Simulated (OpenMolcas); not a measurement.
# Run report: Mo³⁺ complex, multiconfigurational calculation

System: Mo³⁺ with 6 ligands (Cl; octahedron, 2.51 Å), neutralised by 6 outer point charges of +0.5 e, whose field is part of the energies.
Method: state-averaged SS-CASPT2, IPEA shift 0.25, sigma2 shift 0.3 hartree, closed shells 4s 4p of the metal and the valence shells of the ligands correlated, active space 3 electrons in the shell 4d, basis ANO-RCC-VDZP on the metal and ANO-RCC-VDZP on the ligands, DKH2 scalar Hamiltonian, spin-orbit coupling by RASSI with atomic mean-field integrals (OpenMolcas).

### Input file
```
&GATEWAY
Coord
7

Mo 0.0 0.0 0.0
Cl 2.510000 0.000000 0.000000
Cl 0.000000 2.510000 0.000000
Cl -2.510000 0.000000 0.000000
Cl 0.000000 -2.510000 0.000000
Cl 0.000000 0.000000 2.510000
Cl 0.000000 0.000000 -2.510000
Basis=Mo.ANO-RCC-VDZP,Cl.ANO-RCC-VDZP
Group=XYZ
NoMove
AngMom=0.0 0.0 0.0
AMFI
RICD
XField
3 Angstrom 0
5.110000 0.000000 0.000000 0.500000
0.000000 5.110000 0.000000 0.500000
0.000000 0.000000 5.110000 0.500000
&SEWARD
&RASSCF
FileOrb=start.orb
Symmetry=1
Spin=4
nActEl=3 0 0
Inactive=36 36
Ras2=5 0
CIRoot=10 10 1
SDav=10
CIMx=300
Iter=150 100
PrWF=0.3
OrbListing=Nothing
MaxOrb=0
LevShft=1.0
>>> COPY $Project.JobIph JOB001
&RASSCF
FileOrb=start.orb
Symmetry=1
Spin=2
nActEl=3 0 0
Inactive=36 36
Ras2=5 0
CIRoot=40 40 1
SDav=40
CIMx=300
Iter=150 100
PrWF=0.3
OrbListing=Nothing
MaxOrb=0
LevShft=1.0
>>> COPY $Project.JobIph JOB002
&RASSI
NrOfJobIphs=2 10 40
1 2 3 4 5 6 7 8 9 10
1 2 3 4 5 6 7 8 9 10 11 12 13 14 15 16 17 18 19 20 21 22 23 24 25 26 27
28 29 30 31 32 33 34 35 36 37 38 39 40
IphNames
JOB001
JOB002
EJob
SpinOrbit
DIPRint=1.0
SOCoupling=1000.0
Subsets=2
Property=9
'ANGMOM' 1 'ANGMOM' 2 'ANGMOM' 3 'MLTPL  1' 1 'MLTPL  1' 2 'MLTPL  1' 3
'AMFI' 1 'AMFI' 2 'AMFI' 3
SOProperty=3
'ANGMOM' 1 'ANGMOM' 2 'ANGMOM' 3
>>> COPY JOB001 $Project.JobIph
&CASPT2
Multistate=10 1 2 3 4 5 6 7 8 9 10
NoMult
Frozen=23 21
IPEA=0.25
Sig2=0.3
MaxIter=60
WThr=0.0 0.3 0.05
PrWF=0.5
NoMix
>>> COPY JOB002 $Project.JobIph
&CASPT2
Multistate=40 1 2 3 4 5 6 7 8 9 10 11 12 13 14 15 16 17 18 19 20 21 22
23 24 25 26 27 28 29 30 31 32 33 34 35 36 37 38 39 40
NoMult
Frozen=23 21
IPEA=0.25
Sig2=0.3
MaxIter=60
WThr=0.0 0.3 0.05
PrWF=0.5
NoMix
```

The file start.orb holds starting orbitals from an earlier step. A driver script formed the levels outside the program, from RASSI's spin-orbit matrix and the CASPT2 energies (for multi-state variants, the effective Hamiltonian), averaged over the components of each term or state. The log and the time are those of the CASPT2 step.

Launched with:
```bash
OMP_NUM_THREADS=1 MOLCAS_MEM=2457 MOLCAS_PROJECT=a pymolcas a.inp > a.log  # once for each step of the input, in one work folder
```

### Output (extracts)
```
--- CASPT2 ---
Orbital specifications:
      -----------------------

      Symmetry species                           1   2
                                                ag  au
      Frozen orbitals                           23  21
      Inactive orbitals                         13  15
      Active orbitals                            5   0
      Secondary orbitals                        34  40
      Deleted orbitals                           0   0
      Number of basis functions                 75  76
Type of calculation                        SS-CASPT2
      Fock operator                              state-specific
      IPEA shift                                 0.25
      Real shift                                 0.00
      Imaginary shift                            0.00
      Sigma^2 regularizer                        0.30
      The input orbitals will be transformed to quasi-canonical
Reference energy:       -6812.4220558538
      E2 (Non-variational):      -1.2607843088
      Shift correction:          -0.0000554376
      E2 (Variational):          -1.2608397464
      Total energy:           -6813.6828956002
      Residual norm:              0.0000008624
      Reference weight:           0.66392
      Contributions to the CASPT2 correlation energy
      Active & Virtual Only:         -0.0144158296
      One Inactive Excited:          -0.1481165601
      Two Inactive Excited:          -1.0982519190
Reference energy:       -6812.3498259019
      E2 (Non-variational):      -1.2545762103
      Shift correction:          -0.0000366551
      E2 (Variational):          -1.2546128653
      Total energy:           -6813.6044387673
      Residual norm:              0.0000008615
      Reference weight:           0.66503
      Contributions to the CASPT2 correlation energy
      Active & Virtual Only:         -0.0141051265
      One Inactive Excited:          -0.1509905255
      Two Inactive Excited:          -1.0894805583
::    CASPT2 Root  1     Total energy:  -6813.68289560
::    CASPT2 Root  2     Total energy:  -6813.60443877
::    CASPT2 Root  3     Total energy:  -6813.60449386
::    CASPT2 Root  4     Total energy:  -6813.60441648
::    CASPT2 Root  5     Total energy:  -6813.58135355
::    CASPT2 Root  6     Total energy:  -6813.58132055
::    CASPT2 Root  7     Total energy:  -6813.58132367
::    CASPT2 Root  8     Total energy:  -6813.51755166
::    CASPT2 Root  9     Total energy:  -6813.51755494
::    CASPT2 Root 10     Total energy:  -6813.51756410
--- CASPT2 ---
Orbital specifications:
      -----------------------

      Symmetry species                           1   2
                                                ag  au
      Frozen orbitals                           23  21
      Inactive orbitals                         13  15
      Active orbitals                            5   0
      Secondary orbitals                        34  40
      Deleted orbitals                           0   0
      Number of basis functions                 75  76
Type of calculation                        SS-CASPT2
      Fock operator                              state-specific
      IPEA shift                                 0.25
      Real shift                                 0.00
      Imaginary shift                            0.00
      Sigma^2 regularizer                        0.30
      The input orbitals will be transformed to quasi-canonical
Reference energy:       -6812.3599364030
      E2 (Non-variational):      -1.2753173786
      Shift correction:          -0.0000682712
      E2 (Variational):          -1.2753856498
      Total energy:           -6813.6353220528
      Residual norm:              0.0000004493
      Reference weight:           0.66044
      Contributions to the CASPT2 correlation energy
      Active & Virtual Only:         -0.0187598991
      One Inactive Excited:          -0.1527937213
      Two Inactive Excited:          -1.1037637582
Reference energy:       -6812.3599364030
      E2 (Non-variational):      -1.2757051739
      Shift correction:          -0.0000615985
      E2 (Variational):          -1.2757667723
      Total energy:           -6813.6357031753
      Residual norm:              0.0000004500
      Reference weight:           0.66036
      Contributions to the CASPT2 correlation energy
      Active & Virtual Only:         -0.0187494427
      One Inactive Excited:          -0.1531918023
      Two Inactive Excited:          -1.1037639289
::    CASPT2 Root  1     Total energy:  -6813.63532205
::    CASPT2 Root  2     Total energy:  -6813.63570318
::    CASPT2 Root  3     Total energy:  -6813.63402909
::    CASPT2 Root  4     Total energy:  -6813.63374264
::    CASPT2 Root  5     Total energy:  -6813.63393824
::    CASPT2 Root  6     Total energy:  -6813.60873122
::    CASPT2 Root  7     Total energy:  -6813.60878721
::    CASPT2 Root  8     Total energy:  -6813.60878769
::    CASPT2 Root  9     Total energy:  -6813.56955959
::    CASPT2 Root 10     Total energy:  -6813.56173216
::    CASPT2 Root 11     Total energy:  -6813.56174670
::    CASPT2 Root 12     Total energy:  -6813.56173429
::    CASPT2 Root 13     Total energy:  -6813.55819166
::    CASPT2 Root 14     Total energy:  -6813.55827624
::    CASPT2 Root 15     Total energy:  -6813.55841184
::    CASPT2 Root 16     Total energy:  -6813.55499609
::    CASPT2 Root 17     Total energy:  -6813.55446397
::    CASPT2 Root 18     Total energy:  -6813.54547285
::    CASPT2 Root 19     Total energy:  -6813.54544758
::    CASPT2 Root 20     Total energy:  -6813.54548094
::    CASPT2 Root 21     Total energy:  -6813.52768787
::    CASPT2 Root 22     Total energy:  -6813.52761351
::    CASPT2 Root 23     Total energy:  -6813.52753252
::    CASPT2 Root 24     Total energy:  -6813.52401983
::    CASPT2 Root 25     Total energy:  -6813.48183963
::    CASPT2 Root 26     Total energy:  -6813.48192987
::    CASPT2 Root 27     Total energy:  -6813.48185706
::    CASPT2 Root 28     Total energy:  -6813.48011174
::    CASPT2 Root 29     Total energy:  -6813.48020950
::    CASPT2 Root 30     Total energy:  -6813.48019420
```

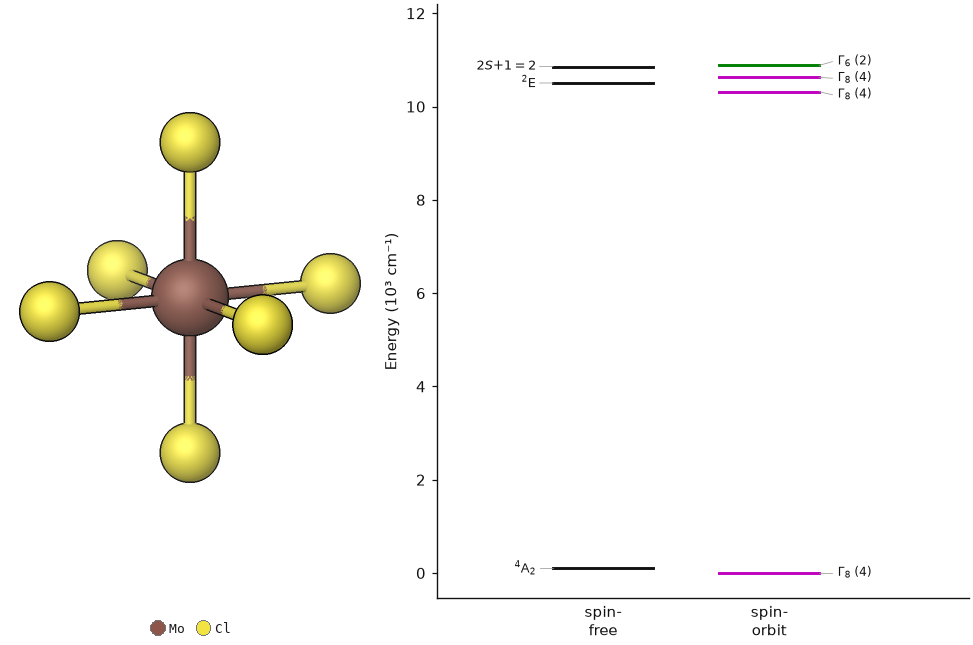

Fig. 1: Mo³⁺ (4d³) with 6 ligands, Cl⁻, at 2.51 Å (arrangement: octahedron, Oh), neutralised by outer point charges of +0.5 e, and its levels. Labels give the representation in O, Td, D4 or D3 as the site allows (double group for half-integer spin) where it could be assigned and, in brackets, the degeneracy; spin-free states, where drawn, share the zero of the spin-orbit levels. The ground level is Γ₈, 4-fold degenerate, 100 % from states of spin multiplicity 4. The next level lies at 10,300 cm⁻¹ (Γ₈). The lowest spin-free state is ⁴A₂.

### Results in brief

- outcome: converged
- energy of the lowest spin-free term: −6813.68290 hartree
- energy of the lowest spin-orbit level: −6813.68338 hartree
- CASPT2 correlation energy: −1.2608 hartree
- largest spread among components of a term: 126.8 cm⁻¹
- lowest reference weight: 0.657
- hardware: 1 thread of Intel Xeon @ 2.50GHz (Skylake/Cascade Lake), 16 GiB of memory available, shared host
- wall time: 3.2 min
- peak memory: 0.38 GiB

### Remarks

The components of ²T2, which symmetry makes degenerate, are split by 127 cm⁻¹ in CASPT2, and those of 3 more by over 50 cm⁻¹. This is an artefact; the levels of such states rest on averages and are uncertain by about as much. Limits: distances are set from ionic radii, not optimised.
